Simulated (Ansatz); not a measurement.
**F3PSi: harmonic frequencies at the relaxed geometry**

At which frequencies does F3PSi vibrate? A script is to give harmonic frequencies at the relaxed geometry; the system is F3PSi. SMILES: FP=[Si](F)F.

Computed with the Python package of Ansatz 0.2.0. Level of theory: PBE0/6-31G*.

## 1. The system

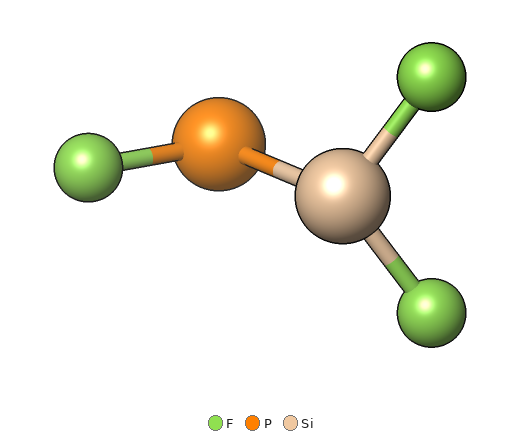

The starting structure, viewed from a chosen angle; fluorine green, phosphorus orange, silicon light orange.

No structure file is read: the coordinates are typed or built in the script.

## 2. The script

Contents of freq_f3psi.py:

```python
import argparse
import itertools
import logging
import sys

import ansatz
from ase.data import atomic_numbers, covalent_radii
import numpy as np

logging.basicConfig(stream=sys.stdout, format='%(levelname)s %(message)s')
logger = logging.getLogger('run')
logger.setLevel(logging.INFO)

parser = argparse.ArgumentParser(description='Vibrations of F3PSi.')
parser.add_argument('--basis', default='6-31G*', help='basis')
parser.add_argument('--xc', required=True, help='exchange-correlation functional')
args = parser.parse_args()

geometry_ang = [
    ('F', [2.2763, -0.0032, 0.277]),
    ('P', [1.161, -0.8204, -0.5213]),
    ('Si', [-0.552, 0.3816, 0.241]),
    ('F', [-1.3188, 1.0368, -1.0064]),
    ('F', [-1.5664, -0.5948, 1.0098]),
]
molecule = ansatz.Crystal.molecule()
for symbol, xyz in geometry_ang:
    molecule = molecule.atom(symbol, xyz)

base = (
    molecule.calculation()
    .basis(gaussian=args.basis)
    .functional(args.xc)
)
symbols = [site.symbol for site in molecule.cartesian_sites]
start = np.array([site.position_ang for site in molecule.cartesian_sites], dtype=float)
report = base.relax(force_tolerance=0.003).run(threads=1).report
end = np.array(report['positions_ang'])

radius = [covalent_radii[atomic_numbers[s]] for s in symbols]
span = lambda where, i, j: np.linalg.norm(where[i] - where[j])
bonded = [(i, j) for i, j in itertools.combinations(range(len(symbols)), 2) if min(span(start, i, j), span(end, i, j)) < 1.2 * (radius[i] + radius[j])]
logger.info('pair        before    after (A)')
for i, j in bonded:
    print(f'{symbols[i]}{i}-{symbols[j]}{j}'.ljust(10), f'{span(start, i, j):8.4f} {span(end, i, j):8.4f}')
for first, second in list(itertools.combinations(bonded, 2)):
    shared = set(first) & set(second)
    if shared and symbols[(j := shared.pop())] != 'H':
        i, k = sorted((set(first) | set(second)) - {j})
        u, v = end[i] - end[j], end[k] - end[j]
        angle = np.degrees(np.arccos(np.clip(u @ v / np.linalg.norm(u) / np.linalg.norm(v), -1, 1)))
        logger.info(f'final angle {symbols[i]}{i}-{symbols[j]}{j}-{symbols[k]}{k}: {angle:.2f} deg')

minimum = ansatz.Crystal.molecule()
for symbol, place in zip(symbols, end):
    minimum = minimum.atom(symbol, place.tolist())
vibrating = (
    minimum.calculation()
    .basis(gaussian=args.basis)
    .functional(args.xc)
    .phonons(temperatures=(298.15, 498.15, 100))
)
vib = vibrating.run(threads=1).report['vibrations']
sums = vib['harmonic_sums']
modes = [m['omega_inv_cm'] for m in sums['modes_at_gamma'] if m['rigid_motion'] == 'no']
for number, w in enumerate(modes, start=1):
    logger.info(f'mode {number:2d} {w:9.1f} 1/cm {w / 8065.544 * 1000:8.2f} meV')
print('imaginary modes:', sum(w < 0 for w in modes), ' zero-point energy:', round(sums['zero_point_energy_ev'], 4), 'eV')
logger.info('T (K)   F_vib (eV)   S_vib (meV/K)   C_vib (meV/K)')
for row in zip(sums['temperatures_k'], sums['vibrational_free_energy_ev'], vib['entropy_ev_per_k'], vib['heat_capacity_ev_per_k']):
    logger.info(f'{row[0]:6.1f} {row[1]:11.4f} {1000 * row[2]:13.4f} {1000 * row[3]:15.4f}')
```

## 3. The calls as engine input

The engine receives this input (first run):

```yaml
crystal:
  periodic: [false, false, false]
  atoms:
    - { symbol: F, position_ang: [2.2763, -0.0032, 0.277] }
    - { symbol: P, position_ang: [1.161, -0.8204, -0.5213] }
    - { symbol: Si, position_ang: [-0.552, 0.3816, 0.241] }
    - { symbol: F, position_ang: [-1.3188, 1.0368, -1.0064] }
    - { symbol: F, position_ang: [-1.5664, -0.5948, 1.0098] }
basis:
  gaussian:
    orbitals: "6-31G*"
hamiltonian:
  xc: pbe0
relax:
  f_tol: 0.003
```

## 4. Running it

Command:

```bash
$ python freq_f3psi.py --xc pbe0
```

Log:

```text
INFO pair        before    after (A)
F0-P1        1.5966   1.6373
P1-Si2       2.2272   2.1016
Si2-F3       1.6041   1.5933
Si2-F4       1.6042   1.5917
INFO final angle F0-P1-Si2: 98.25 deg
INFO final angle P1-Si2-F3: 121.36 deg
INFO final angle P1-Si2-F4: 130.59 deg
INFO final angle F3-Si2-F4: 108.06 deg
INFO mode  1     108.3 1/cm    13.43 meV
INFO mode  2     138.2 1/cm    17.13 meV
INFO mode  3     188.1 1/cm    23.32 meV
INFO mode  4     254.2 1/cm    31.51 meV
INFO mode  5     308.5 1/cm    38.25 meV
INFO mode  6     530.4 1/cm    65.76 meV
INFO mode  7     804.1 1/cm    99.70 meV
INFO mode  8     942.5 1/cm   116.86 meV
INFO mode  9    1002.7 1/cm   124.31 meV
imaginary modes: 0  zero-point energy: 0.2651 eV
INFO T (K)   F_vib (eV)   S_vib (meV/K)   C_vib (meV/K)
INFO  298.1      0.1917        0.5397          0.5105
INFO  398.1      0.1296        0.6986          0.5865
INFO  498.1      0.0527        0.8359          0.6376
```

Run time: 1.7 min. Hardware: 1 thread of Arm Neoverse V1, shared host; peak memory 0.23 GiB.

## 5. Inputs of later runs

The engine's inputs for the other runs:

Run 2, against run 1:

```diff
@@ -4,5 +4,5 @@
-    - { symbol: F, position_ang: [2.2763, -0.0032, 0.277] }
-    - { symbol: P, position_ang: [1.161, -0.8204, -0.5213] }
-    - { symbol: Si, position_ang: [-0.552, 0.3816, 0.241] }
-    - { symbol: F, position_ang: [-1.3188, 1.0368, -1.0064] }
-    - { symbol: F, position_ang: [-1.5664, -0.5948, 1.0098] }
+    - { symbol: F, position_ang: [2.0571883344136723, -0.6701075314139991, 0.6311087776965125] }
+    - { symbol: P, position_ang: [1.429734470453145, -0.04741526258884508, -0.7470438680474956] }
+    - { symbol: Si, position_ang: [-0.5609124067695006, 0.1593511703152722, -0.10570680895833648] }
+    - { symbol: F, position_ang: [-1.686075654151601, 0.7446027688420934, -1.070048269764852] }
+    - { symbol: F, position_ang: [-1.239834743945716, -0.18643114515452167, 1.2917901690741718] }
@@ -14,2 +14,5 @@
-relax:
-  f_tol: 0.003
+phonons:
+  temperatures:
+    t_min: 298.15
+    t_max: 498.15
+    t_step: 100.0
```

Lines on the test bed's own set-up are left out of the output.

A comment line of the script is reworded here; the code is as run.

## 6. What each run gave

The 2 runs, in the order started:

| run | kind of run | energy from run 2 (eV) | SCF cycles in all | CPU time (s) |
| --- | --- | --- | --- | --- |
| 1 | relaxation | 0.0000 | 132 | 39 |
| 2 | phonons | 0.0000 | 197 | 64 |

## 7. Path of the relaxation of run 1

Step by step:

```
step  energy from step 1 (eV)  largest force component (eV/Å)
   1                   0.0000                          1.1477
   2                  -0.5348                          1.2303
   3                  -0.9140                          1.3031
   4                  -1.2873                          0.8761
   5                  -1.5069                          1.1440
   6                  -1.6218                          0.2975
   7                  -1.6264                          0.2529
   8                  -1.6313                          0.0953
   9                  -1.6325                          0.0244
  10                  -1.6328                          0.0018
```

Step 1 is the start.

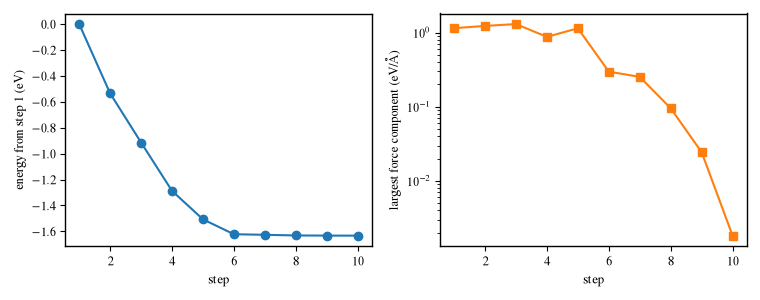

Energy and largest force along the relaxation.

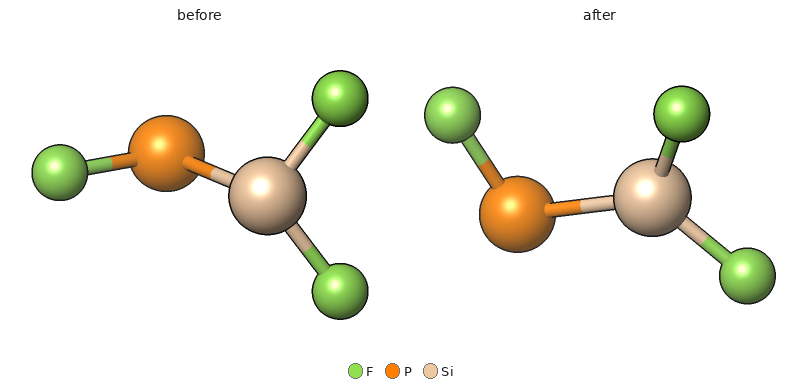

Before and after, at one scale.

Before: Bond lengths: F1–P2 1.597 Å, P2–Si3 2.227 Å, Si3–F4 1.604 Å, Si3–F5 1.604 Å. Angles: F1–P2–Si3 95.2°, P2–Si3–F4 108.8°, P2–Si3–F5 108.8°, F4–Si3–F5 108.6°.

After: Bond lengths: F1–P2 1.637 Å, P2–Si3 2.102 Å, Si3–F4 1.593 Å, Si3–F5 1.592 Å. Angles: F1–P2–Si3 98.3°, P2–Si3–F4 121.4°, P2–Si3–F5 130.6°, F4–Si3–F5 108.1°.

## 8. Vibrations

Frequencies (cm⁻¹; negative: imaginary): 108, 138, 188, 254, 309, 530, 804, 943, 1003.

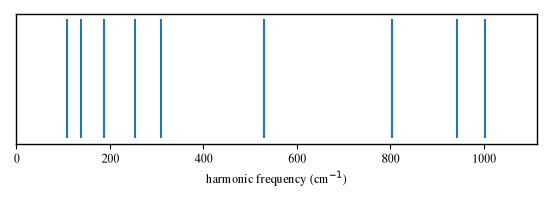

The harmonic frequencies as lines of equal height (no intensities).

## 9. Results

| quantity | value |
| --- | --- |
| runs compared | 2 |
| moves of the relaxation of run 1 | 9 |
| energy gained in run 1 | 1.633 eV |
| last largest force component of run 1 | 0.0018 eV/Å |
| highest frequency | 1003 cm⁻¹ |
| imaginary modes | 0 |
| zero-point energy | 0.265 eV |

Run 1: The relaxation took 9 moves; the largest shift is 0.849 Å, of atom 2 (P). So large a move can change the bonding: the results belong to the relaxed structure. All frequencies are real, so the geometry is a minimum. The values are harmonic; measured fundamentals also hold anharmonic shifts, mostly downward for stretches. The frequencies are harmonic and unscaled, in a modest basis. The result belongs to the one conformer reached from this start, and soft torsions count as harmonic oscillators.
